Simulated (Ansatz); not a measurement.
# One shape, several levels: AlH2Br (SMILES [AlH2][Br])

We compute a comparison of 4 runs (UHF/STO-3G, BHLYP/STO-3G, BLYP/STO-3G, CCSD(T)/STO-3G) of AlH2Br. 

The results are computed with Ansatz 0.2.0.

58 further runs of the same task are left out: 7 that didn't finish, 51 set aside as unsound or not needed.

**1. The structure to begin with**

AlH2Br: 4 atoms, total charge 0, spin state singlet. SMILES: `[AlH2][Br]`. The Br2–Al1 distance was set to 2.821 Å, away from the relaxed value.

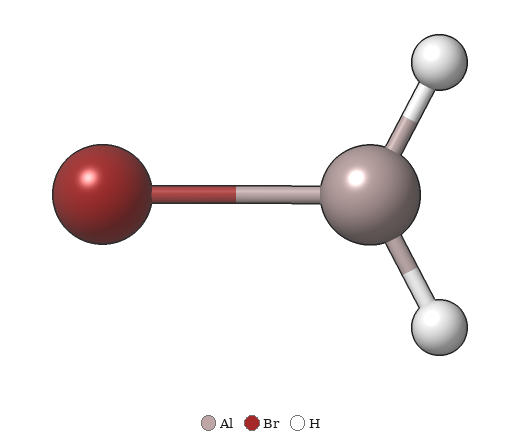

Viewed from a chosen angle; aluminium light grey, bromine red, hydrogen white.

**2. The energy at UHF/STO-3G (run 1)**

job.yaml

```yaml
basis:
  gaussian: {orbitals: STO-3G}
crystal:
  periodic: [false, false, false]
  atoms:
    - {symbol: Al, position_ang: [-0.606582, -0.205020, -0.407789]}
    - {symbol: Br, position_ang: [1.684900, 0.496600, 1.079700]}
    - {symbol: H, position_ang: [-1.019882, -1.725120, -0.436689]}
    - {symbol: H, position_ang: [-1.377982, 0.952380, -1.147889]}
magnetization: {spin_polarized: true, initial_magnetization: 0}
hamiltonian: {xc: hf}
accuracy: high
```

Started as:

```bash
ansatz run job.yaml --threads 1 --pin off --max-ram 2610MiB --events-out events.jsonl --progress --plain --runs-dir runs
```

Output:

```text
Warning: RAYON_NUM_THREADS=1 ignored (pool sized by the plan → 1); use --threads N
Functional definition: HF
  name "HF"
  exchange = exact_x
  correlation = 0
393 factors; integrals over basis functions are off by at most 1.2e-8 eV
mean field evaluation 1: about -75776.6515 eV, gradient 1.1e1 eV
mean field evaluation 2: about -75776.6602 eV, gradient 1.1e1 eV
mean field evaluation 4: about -75778.6528 eV, gradient 6.1e-1 eV
mean field evaluation 8: about -75778.6550 eV, gradient 1.8e-5 eV
mean field -75778.65498854 eV, -2784.8142062116 hartree, gradient 2.8e-8 eV, S^2 0.000000; 0 other end points of the search recorded, 0 dependent functions left out
reference -75778.65498854 eV, -2784.8142062116 hartree; 25, 25 occupied and 4, 4 virtual orbitals, 393 factors
Total energy: -75778.65498854 eV, -2784.8142062116 hartree
```

Run time: 0.28 s. Hardware: 1 thread of Arm Neoverse V1, shared host.

**3. The energy at BHLYP/STO-3G (run 2)**

run.yaml

```yaml
crystal:
  periodic: [false, false, false]
  atoms:
    - {symbol: Al, position_ang: [-0.606582, -0.205020, -0.407789]}
    - {symbol: Br, position_ang: [1.684900, 0.496600, 1.079700]}
    - {symbol: H, position_ang: [-1.019882, -1.725120, -0.436689]}
    - {symbol: H, position_ang: [-1.377982, 0.952380, -1.147889]}
basis:
  gaussian: {orbitals: STO-3G}
accuracy: high
hamiltonian: {xc: {name: BHLYP}}
```

Started as:

```bash
ansatz run run.yaml --threads 1 --pin off --max-ram 2610MiB --events-out events.jsonl --progress --plain --runs-dir runs
```

Output:

```text
Warning: RAYON_NUM_THREADS=1 ignored (pool sized by the plan → 1); use --threads N
Functional definition: BHLYP
  name "BHLYP"
  parameter a = 0.5
  exchange = (1 - a)*b88_x + a*exact_x
  correlation = lyp_c
393 factors; integrals over basis functions are off by at most 1.2e-8 eV
mean field evaluation 1: about -75830.1868 eV, gradient 1.9e1 eV
mean field evaluation 2: about -75831.3187 eV, gradient 1.5e1 eV
mean field evaluation 4: about -75832.5360 eV, gradient 1.9e-1 eV
mean field evaluation 8: about -75832.5108 eV, gradient 2.7e-3 eV
mean field evaluation 16: about -75832.5108 eV, gradient 2.3e-8 eV
mean field -75832.51084725 eV, -2786.7933725144 hartree, gradient 2.3e-8 eV, S^2 0.000000; 0 other end points of the search recorded, 0 dependent functions left out
reference -75832.51086649 eV, -2786.7933732216 hartree; 25, 25 occupied and 4, 4 virtual orbitals, 393 factors
Total energy: -75832.51086649 eV, -2786.7933732216 hartree
```

Wall time 1.3 s (1 thread of Arm Neoverse V1, shared host); peak memory 0.097 GiB.

Run 3 isn't shown in full; the table further down has it.

**4. A single-point energy at CCSD(T)/STO-3G (run 4)**

input.yaml

```yaml
crystal:
  periodic: [false, false, false]
  atoms:
    - {symbol: Al, position_ang: [-0.606582, -0.205020, -0.407789]}
    - {symbol: Br, position_ang: [1.684900, 0.496600, 1.079700]}
    - {symbol: H, position_ang: [-1.019882, -1.725120, -0.436689]}
    - {symbol: H, position_ang: [-1.377982, 0.952380, -1.147889]}
basis:
  gaussian: {orbitals: STO-3G}
total_charge: 0
correlation: {method: ccsd_t, frozen_orbitals: {Al: 5, Br: 9, H: 0}}
accuracy: high
scf: {omitted_lower_state_checks: [cluster_reference, increment]}
```

Started as:

```bash
ansatz run input.yaml --threads 1 --pin off --max-ram 2610MiB --events-out events.jsonl --progress --plain --runs-dir runs
```

Output, cut to the lines that bear on the results:

```text
Warning: RAYON_NUM_THREADS=1 ignored (pool sized by the plan → 1); use --threads N
[... 2 set-up lines as earlier in the session ...]
[...]
393 factors; integrals over basis functions are off by at most 1.2e-8 eV
[...]
mean field -75778.65498854 eV, -2784.8142062116 hartree, gradient 6.2e-9 eV, S^2 0.000000; 0 other end points of the search recorded, 0 dependent functions left out
14 core orbitals not correlated: weight in the atoms' cores, before any rotation towards them, 0.999 or more for the frozen orbitals, at most 0.001 for the correlated occupied ones
reference -75778.65498854 eV, -2784.8142062116 hartree; 11, 11 occupied and 4, 4 virtual orbitals, 393 factors
second order -1.05065148 eV of doubles, -0.00000000 eV of singles
cycle   1  -1.34346729 eV  change   -2.9e-1 eV  update   6.6e-2
[...]
cycle  19  -1.55373260 eV  change  -1.0e-10 eV  update   2.2e-9
perturbative correction -0.02605098 eV, -0.0009573560 hartree
Total energy: -75780.23477212 eV, -2784.8722621875 hartree
Checks for a lower state left out: cluster_reference, increment
```

Wall time 0.3 s (1 thread of Arm Neoverse V1, shared host).

**5. The series**

```
run           level  frozen core orbitals   energy (Eh)  wall time
  1      UHF/STO-3G                     –  -2784.814206     0.28 s
  2    BHLYP/STO-3G                     –  -2786.793373      1.3 s
  3     BLYP/STO-3G                     –  -2786.528815      1.4 s
  4  CCSD(T)/STO-3G                    14  -2784.872262      0.3 s
```

**6. Results**

| quantity | value |
| --- | --- |
| run 4: total energy | -2784.87226 Eh |
| run 4: correlation energy (14 core orbitals frozen) | -58.1 mEh |
| run 4: (T) correction | -0.96 mEh |
| run 4: T1 diagnostic | 0.011 |

Totals of different functionals can't be ranked against each other. In runs 1, 2, 3, 4 the basis is minimal, so the values are rough. All runs together took 3.2 s, the longest 1.4 s.
